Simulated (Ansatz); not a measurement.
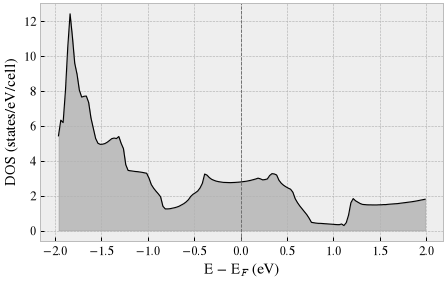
Density of states of IrO2 (P4_2/mnm) near the Fermi level, PBEsol, rigid bands run with Ansatz (a first-principles code).

Question: With 6 atoms a cell, what bare Sommerfeld coefficient γ = (π²/3) k_B² N(E_F) follows?

Answer: N(E_F) ≈ 2.8 states/eV a cell at 300 K, so γ ≈ 1.10 mJ/(mol of atoms·K²), before many-body enhancement (phonons, spin fluctuations, correlation).

Question: How far does the Fermi level move in a rigid band for 0.1 electron a cell added or removed?

Answer: 36 meV and -36 meV.

A metal at this level (no band gap); rigid bands, thermally averaged at 300 K, both spins. Spin-orbit coupling is left out, which matters with elements this heavy. Geometry: cell and atoms relaxed with PBEsol.
